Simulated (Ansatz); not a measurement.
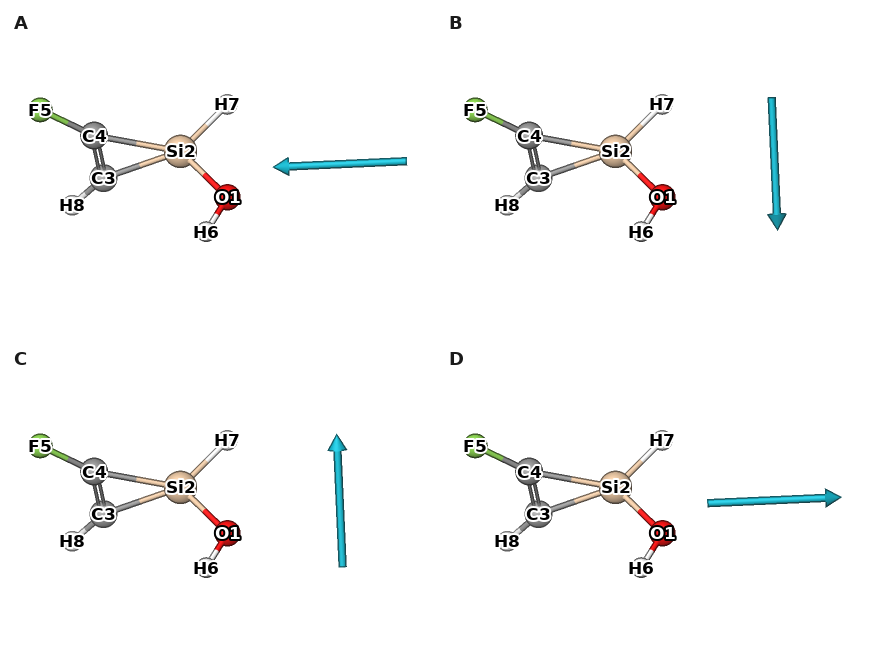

The same molecule four times, each with an arrow. The computed structure is the end point of a PBE0-D4/def2-TZVP optimisation. Method: RKS PBE0-D4/def2-TZVP (Ansatz 0.2.0).

Which arrow points along the dipole moment, from the negative to the positive end?

Answer. B. The dipole moment is 1.40 D; it points from the side of F5 to the side of H6 (the outermost atoms at the two ends).
